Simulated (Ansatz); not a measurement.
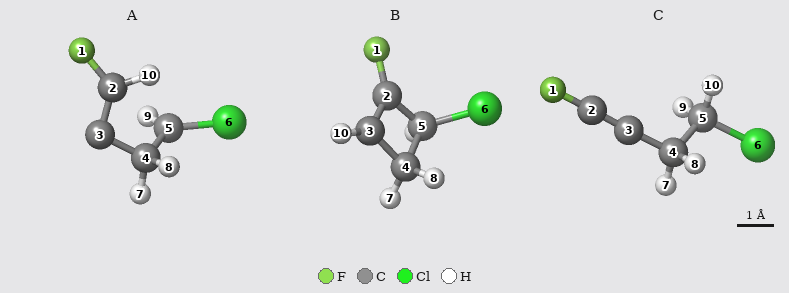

3 geometries from a converged minimum-energy path of C4H4ClF, shuffled. Style: ball-and-stick. Shown at a tilt.

Computed with RKS PBE/cc-pVDZ in Ansatz. Run with 5 movable images; climbing image; force threshold 0.05 eV/Å; iteration limit 60; starting path through a guess of the saddle point.

Question: One of them is the converged climbing image. Which?

Answer: A. In order along the path, whose images run from 0 to 6: C (image 0, 0.0 kcal/mol), A (image 3, +66.7 kcal/mol), B (image 6, −27.3 kcal/mol). Breaking: C5–H10 (1.11 → 2.41 at the top → 3.22 Å). Forming: C2–C5 (3.51 → 2.49 at the top → 1.50 Å), C3–H10 (2.76 → 2.20 at the top → 1.10 Å).

The run took 3.7 min on 2 threads of AMD EPYC 7R13 Processor (Zen 3), with other jobs on the host, peak memory 0.25 GiB.
